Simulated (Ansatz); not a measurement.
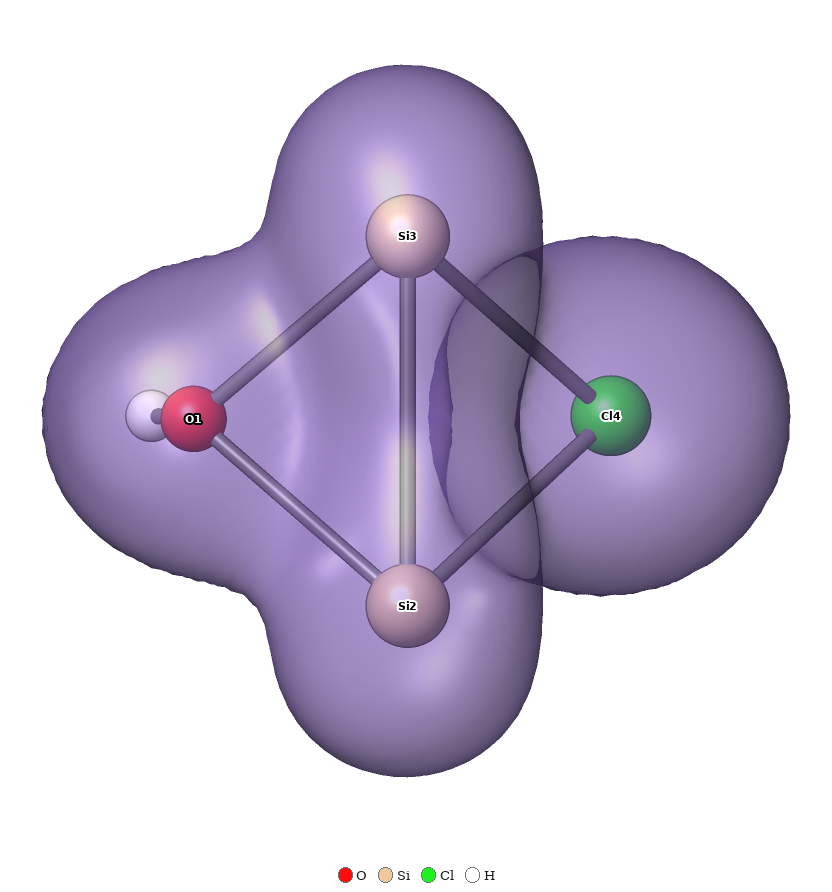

ClHOSi2. Isosurface of the total electron density at 0.3 e/Å³ (purple), seen across its widest extent.

The calculation used RKS PBE-D4/def2-SVP (Ansatz).

Input

```
crystal:
  periodic: [false, false, false]
  atoms:
    - { symbol: O, position_ang: [-0.35062, 1.74605, 0.01389] }
    - { symbol: Si, position_ang: [-0.73917, 0.29561, 0.67841] }
    - { symbol: Si, position_ang: [-2.54311, 0.84378, 2.00058] }
    - { symbol: Cl, position_ang: [-2.51587, -0.85712, 3.27586] }
    - { symbol: H, position_ang: [0.39186, 2.00501, -0.53135] }
basis:
  gaussian: { orbitals: def2-SVP }
hamiltonian:
  xc: pbe
  dispersion: d4
relax:
  f_tol: 0.015
  max_steps: 40
output:
  orbitals: {}
```

Run with:

```sh
ansatz run input.yaml --threads 1 --pin off --max-ram 2048MiB --backend cpu --events-out ev --progress --plain --runs-dir out
```

The fields are those of the relaxed geometry.

**How is the density connected at this value?**

At this value the surface is in one piece. It bridges the shortest Si–O (1.92 Å), Si–Si (2.36 Å), Si–Cl (2.40 Å) and O–H (0.98 Å) contacts, where the density stays above the isovalue. On the grid the lowest density along these lines, outside the cores, is 0.49 e/Å³ (Si–O, 1.92 Å), 0.52 e/Å³ (Si–Si, 2.36 Å), 0.36 e/Å³ (Si–Cl, 2.40 Å) and 2.2 e/Å³ (O–H, 0.98 Å).
